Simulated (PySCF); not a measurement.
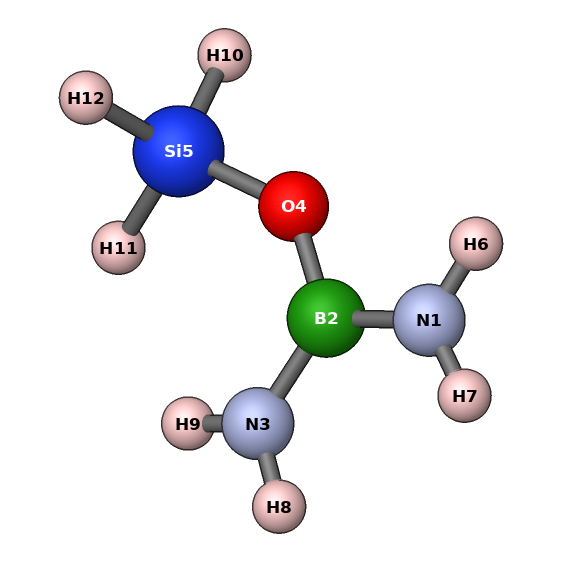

The computed structure is the end point of a PBE0-D3(BJ)/def2-SVP optimisation. No frequency run is at hand to confirm it as a minimum. Level of theory: GIAO KT2/pcSseg-2 NMR shielding, non-relativistic, gas phase (PySCF 2.14.0). Principal shieldings σ11 ≤ σ22 ≤ σ33, span Ω = σ33 − σ11, skew κ = 3(σiso − σ22)/Ω.

Give the shielding tensors of the O atoms.

```csv
atom,σ11,σ22,σ33,σiso,Ω,κ
O4,196.6,283.2,328.1,269.3,131.5,−0.32
```

Shieldings and span in ppm.
